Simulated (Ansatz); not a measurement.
# SiH4O (Si(OH)H3) at 6 levels

Wanted: a comparison of 6 runs (PBE/STO-3G, UB3LYP/STO-3G, UPBE0/STO-3G, RPA@PBE/STO-3G, UMP2/STO-3G, CCSDT/STO-3G) of SiH4O (Si(OH)H3). 

The calculation is run with Ansatz 0.2.0.

57 further runs of the same task are left out: 2 that didn't finish, 55 set aside as unsound or not needed.

### Step 1. The system as given

SiH4O: 6 atoms, total charge 0, spin state singlet. SMILES: `[H][Si]([H])([H])O`. The O2–Si1 distance was set to 2.031 Å, away from the relaxed value.

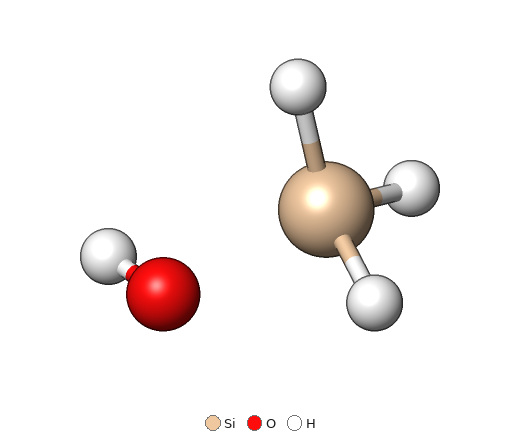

The structure, seen from a chosen angle (silicon light orange, oxygen red, hydrogen white).

### Step 2. The energy at PBE/STO-3G (run 1)

run.yaml reads:

```yaml
crystal:
  periodic: [false, false, false]
  atoms:
    - {symbol: Si, position_ang: [-0.060040, -0.120735, -0.814165]}
    - {symbol: O, position_ang: [-0.059540, -0.091910, 1.217130]}
    - {symbol: H, position_ang: [0.327320, 0.620940, 1.717260]}
    - {symbol: H, position_ang: [1.313050, -0.118535, -1.323105]}
    - {symbol: H, position_ang: [-0.760480, 1.052615, -1.339445]}
    - {symbol: H, position_ang: [-0.760700, -1.365435, -1.082685]}
basis:
  gaussian:
    orbitals: STO-3G
total_charge: 0
hamiltonian:
  xc: pbe
accuracy: high
```

Run with:

```sh
$ ansatz run run.yaml --threads 1 --pin off --max-ram 2610MiB --events-out events.jsonl --progress --plain --runs-dir runs
```

The log of the run:

```text
Warning: RAYON_NUM_THREADS=1 ignored (pool sized by the plan → 1); use --threads N
Functional definition: PBE
  name "PBE"
  parameter kappa = 0.804
  parameter beta = 0.06672455060314922
  exchange = pbe_x(kappa = kappa, mu = beta*pi^2/3)
  correlation = pbe_c(beta = beta)
310 factors; integrals over basis functions are off by at most 3.1e-8 eV
mean field evaluation 1: about -9858.4038 eV, gradient 2.7e1 eV
mean field evaluation 2: about -9842.6074 eV, gradient 7.1e1 eV
mean field evaluation 4: about -9861.2195 eV, gradient 2.7e0 eV
mean field evaluation 8: about -9861.1799 eV, gradient 5.0e-2 eV
mean field evaluation 16: about -9861.1799 eV, gradient 5.9e-7 eV
mean field -9861.17990374 eV, -362.3916773146 hartree, gradient 3.6e-8 eV, S^2 0.000000; 0 other end points of the search recorded, 0 dependent functions left out
reference -9861.17990565 eV, -362.3916773847 hartree; 13, 13 occupied and 5, 5 virtual orbitals, 310 factors
Total energy: -9861.17990565 eV, -362.3916773847 hartree
```

Run time: 0.85 s. Hardware: 1 thread of Intel Xeon Platinum 8488C (Sapphire Rapids), shared host.

### Step 3. The energy at UB3LYP/STO-3G (run 2)

job.yaml reads:

```yaml
basis:
  gaussian: {orbitals: STO-3G}
crystal:
  periodic: [false, false, false]
  atoms:
    - symbol: Si
      position_ang: [-0.060040, -0.120735, -0.814165]
    - symbol: O
      position_ang: [-0.059540, -0.091910, 1.217130]
    - symbol: H
      position_ang: [0.327320, 0.620940, 1.717260]
    - symbol: H
      position_ang: [1.313050, -0.118535, -1.323105]
    - symbol: H
      position_ang: [-0.760480, 1.052615, -1.339445]
    - symbol: H
      position_ang: [-0.760700, -1.365435, -1.082685]
magnetization: {spin_polarized: true}
hamiltonian: {xc: {name: B3LYP}}
accuracy: high
```

Run with:

```sh
$ ansatz run job.yaml --threads 1 --pin off --max-ram 2610MiB --events-out events.jsonl --progress --plain --runs-dir runs
```

The log of the run:

```text
Warning: RAYON_NUM_THREADS=1 ignored (pool sized by the plan → 1); use --threads N
Functional definition: B3LYP
  name "B3LYP"
  parameter a0 = 0.2
  parameter ax = 0.72
  parameter ac = 0.81
  exchange = (1 - a0 - ax)*slater_x + ax*b88_x + a0*exact_x
  correlation = (1 - ac)*vwn_rpa_c + ac*lyp_c
310 factors; integrals over basis functions are off by at most 3.1e-8 eV
mean field evaluation 1: about -9865.2830 eV, gradient 1.9e1 eV
mean field evaluation 2: about -9859.7422 eV, gradient 3.4e1 eV
mean field evaluation 4: about -9868.1901 eV, gradient 6.1e-1 eV
mean field evaluation 8: about -9868.1448 eV, gradient 4.0e-3 eV
mean field evaluation 16: about -9868.1448 eV, gradient 1.9e-8 eV
mean field -9868.14483439 eV, -362.6476337949 hartree, gradient 1.9e-8 eV, S^2 0.000000; 0 other end points of the search recorded, 0 dependent functions left out
reference -9868.14486154 eV, -362.6476347926 hartree; 13, 13 occupied and 5, 5 virtual orbitals, 310 factors
Total energy: -9868.14486154 eV, -362.6476347926 hartree
```

Run time: 1.6 s. Hardware: 1 thread of Intel Xeon Platinum 8488C (Sapphire Rapids), shared host; peak memory 0.16 GiB.

Run 3 isn't shown in full; the table further down has it.

### Step 4. The energy at RPA@PBE/STO-3G (run 4)

input.yaml reads:

```yaml
crystal:
  periodic: [false, false, false]
  atoms:
    - {symbol: Si, position_ang: [-0.060040, -0.120735, -0.814165]}
    - {symbol: O, position_ang: [-0.059540, -0.091910, 1.217130]}
    - {symbol: H, position_ang: [0.327320, 0.620940, 1.717260]}
    - {symbol: H, position_ang: [1.313050, -0.118535, -1.323105]}
    - {symbol: H, position_ang: [-0.760480, 1.052615, -1.339445]}
    - {symbol: H, position_ang: [-0.760700, -1.365435, -1.082685]}
basis:
  gaussian:
    orbitals: STO-3G
hamiltonian:
  xc: pbe
correlation:
  method: rpa
  frozen_orbitals: {H: 0, O: 1, Si: 5}
accuracy: high
```

Run with:

```sh
$ ansatz run input.yaml --threads 1 --pin off --max-ram 2610MiB --events-out events.jsonl --progress --plain --runs-dir runs
```

The log of the run, shortened:

```text
Warning: RAYON_NUM_THREADS=1 ignored (pool sized by the plan → 1); use --threads N
[... 6 set-up lines as earlier in the session ...]
310 factors; integrals over basis functions are off by at most 3.1e-8 eV
mean field evaluation 1: about -9858.4038 eV, gradient 2.7e1 eV
mean field evaluation 2: about -9858.3440 eV, gradient 2.7e1 eV
mean field evaluation 4: about -9861.0830 eV, gradient 4.8e0 eV
mean field evaluation 8: about -9861.1799 eV, gradient 6.1e-2 eV
mean field evaluation 16: about -9861.1799 eV, gradient 4.9e-8 eV
mean field -9861.17990374 eV, -362.3916773146 hartree, gradient 4.9e-8 eV, S^2 0.000000; 0 other end points of the search recorded, 0 dependent functions left out
6 core orbitals not correlated: weight in the atoms' cores, before any rotation towards them, 0.999 or more for the frozen orbitals, at most 0.000 for the correlated occupied ones
reference -9842.00218760 eV, -361.6869092457 hartree; 7, 7 occupied and 5, 5 virtual orbitals, 310 factors
Total energy: -9847.31381556 eV, -361.8821079728 hartree
```

Wall time 1.7 s (1 thread of Intel Xeon Platinum 8488C (Sapphire Rapids), shared host); peak memory 0.13 GiB.

Run 5 isn't shown in full; the table further down has it.

### Step 5. A single-point energy at CCSDT/STO-3G (run 6)

Changes to input.yaml since step 4:

```diff
@@ -10,9 +10,5 @@
 basis:
-  gaussian:
-    orbitals: STO-3G
-hamiltonian:
-  xc: pbe
-correlation:
-  method: rpa
-  frozen_orbitals: {H: 0, O: 1, Si: 5}
+  gaussian: {orbitals: STO-3G}
+correlation: {method: ccsdt, frozen_orbitals: {H: 0, O: 1, Si: 5}}
 accuracy: high
+scf: {omitted_lower_state_checks: [cluster_reference, increment]}
```

Run with:

```sh
$ ansatz run input.yaml --threads 1 --pin off --max-ram 2610MiB --events-out events.jsonl --progress --plain --runs-dir runs
```

The log of the run, shortened:

```text
Warning: RAYON_NUM_THREADS=1 ignored (pool sized by the plan → 1); use --threads N
Functional definition: HF
  name "HF"
[...]
310 factors; integrals over basis functions are off by at most 3.1e-8 eV
[...]
mean field -9842.40130027 eV, -361.7015763656 hartree, gradient 2.5e-8 eV, S^2 0.000000; 0 other end points of the search recorded, 0 dependent functions left out
6 core orbitals not correlated: weight in the atoms' cores, before any rotation towards them, 1.000 or more for the frozen orbitals, at most 0.000 for the correlated occupied ones
reference -9842.40130027 eV, -361.7015763656 hartree; 7, 7 occupied and 5, 5 virtual orbitals, 310 factors
second order -2.26807298 eV of doubles, -0.00000000 eV of singles
cycle   1  -2.85150069 eV  change   -5.8e-1 eV  update   7.7e-2
[...]
cycle  27  -3.27777090 eV  change    1.3e-9 eV  update  4.2e-10
Total energy: -9845.67907117 eV, -361.8220322244 hartree
Checks for a lower state left out: cluster_reference, increment
```

Run time: 0.32 s. Hardware: 1 thread of Intel Xeon Platinum 8488C (Sapphire Rapids), shared host.

### Step 6. The series

```
run           level  frozen core orbitals  energy (Eh)  wall time
  1      PBE/STO-3G                     –  -362.391677     0.85 s
  2   UB3LYP/STO-3G                     –  -362.647635      1.6 s
  3    UPBE0/STO-3G                     –  -362.448075      1.5 s
  4  RPA@PBE/STO-3G                     6  -361.882108      1.7 s
  5     UMP2/STO-3G                     6  -361.784927     0.18 s
  6    CCSDT/STO-3G                     6  -361.822032     0.32 s
```

### Step 7. Outcome

| quantity | value |
| --- | --- |
| run 6: total energy | -361.82203 Eh |
| run 6: correlation energy (6 core orbitals frozen) | -120.5 mEh |
| run 6: T1 diagnostic | 0.014 |

Totals of different functionals can't be ranked against each other. In runs 1, 2, 3, 4, 5, 6 the basis is minimal, so the values are rough. All runs together took 6.2 s, the longest 1.7 s.
